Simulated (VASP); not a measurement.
Band structure of ScF$_{3}$ (space group R32). Computed with PBEsol GGA, VASP's PBE PAW potentials (set 64) (plane waves; VASP 6.6.1).

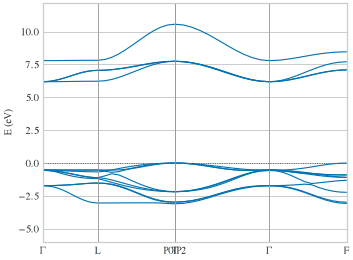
Fig. 1. Bands along high-symmetry lines, zero at the valence-band maximum or, without a gap, the Fermi level

### Question
Read the plot: is there a gap, and where are the band edges?

### Answer
The gap is indirect, 6.19 eV, from the valence maximum at F to the conduction minimum at Γ.

The structure comes from a computed database's ScF3 entry (R32); how it stands against other phases isn't given here. The cell was not relaxed at this level.
